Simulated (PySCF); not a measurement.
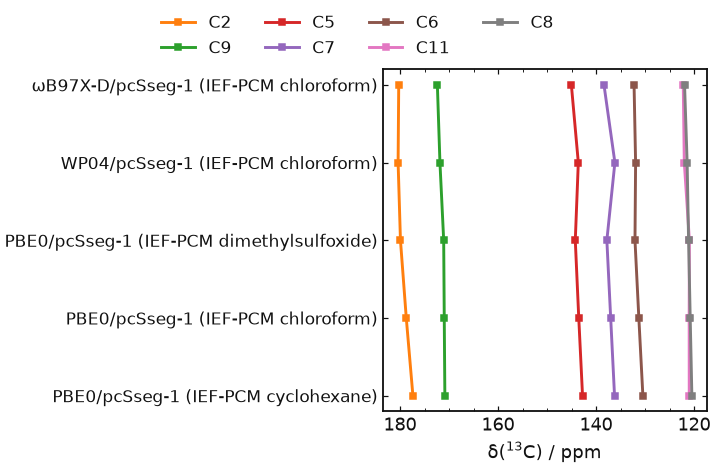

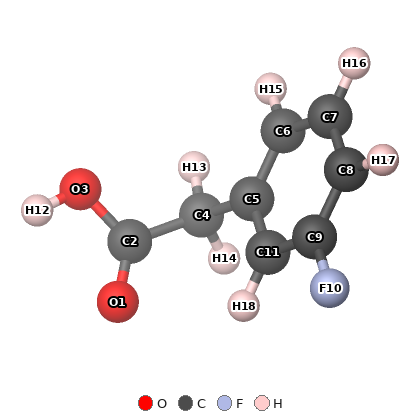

GIAO ¹³C shifts of C₈H₇FO₂, SMILES O=C(O)Cc1cccc(F)c1 at several levels, one geometry, PySCF 2.14.0, at a PBE0-D3(BJ)/def2-SVP geometry (no frequency check); values of one conformer, averaged over nuclei that symmetry or rotation about single bonds exchange, these motions taken as fast; other conformers aren't averaged in; each against TMS at the same level.

Question: Which of the plotted signals depends most on the level, and by how much?

Answer: That of C2: from 177.4 ppm (PBE0/pcSseg-1 (IEF-PCM cyclohexane)) to 180.4 ppm (WP04/pcSseg-1 (IEF-PCM chloroform)), a spread of 3.0 ppm. The steadiest, C11, moves by 1.3 ppm.

Question: Do all levels give the signals in the same order?

Answer: No, some signals change places between levels.
